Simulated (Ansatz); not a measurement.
**A correction line for PBE0-D4/def2-TZVPP: vertical ionisation energy**

The vertical ionisation energy (cation less neutral) in eV of 6 B-containing molecules: x at PBE0-D4/def2-TZVPP, y at CCSD(T)/def2-TZVPP. Shapes, held fixed at every level: PBE0-D4/def2-TZVP. Programs: Ansatz 0.2.0.

```
                    molecule  x (eV)  y (eV)
                    BH3(NH3)   10.46   10.73
                   BH3(SeH2)   10.69   10.91
                    BH3(SH2)   10.83   11.09
HBS (hydrogen boron sulfide)   11.13   11.14
    B(OH)O (oxoborinic acid)   12.22       ?
     BOF (fluoro(oxo)borane)   13.36   13.46
```

Fit y = c + s·x to the known rows and predict y for B(OH)O.


1. Means of the 5 rows: x = 11.2940, y = 11.466.
2. Σ(Δx)² = 5.5709, Σ(Δx·Δy) = 5.2972, so the slope is 5.2972/5.5709 = 0.95087.
3. Intercept: 11.466 − (0.95087) × 11.2940 = 0.727. The largest residual of the fit is 0.17.
4. B(OH)O: 0.727 + 0.95087 × 12.22 = 12.35 eV.

CCSD(T)/def2-TZVPP gives 12.39 eV, so the prediction is off by -0.04 eV, within the largest residual. Uncorrected, PBE0-D4/def2-TZVPP misses B(OH)O by -0.17 eV, and the other rows by 0.17 on average. The line removes about 75 % of this miss, partly by chance. BOF lies far out in x and weighs most in the slope. Left out in turn, the other rows are missed by 0.26 eV on average, worse than no correction. Cations run unrestricted. Relativity is left out for Se. Outer-core shells of Se are correlated, in sets that cover them unevenly.

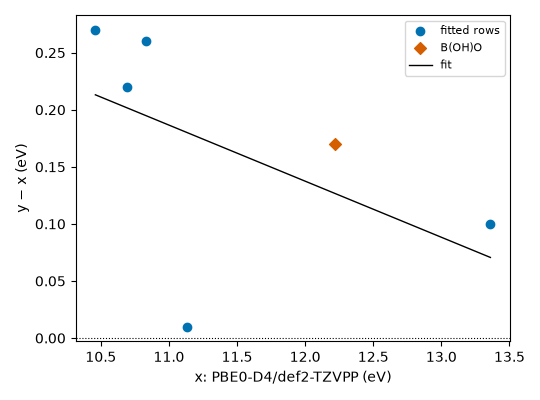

The correction y − x against x, with the fitted line and the withheld molecule.
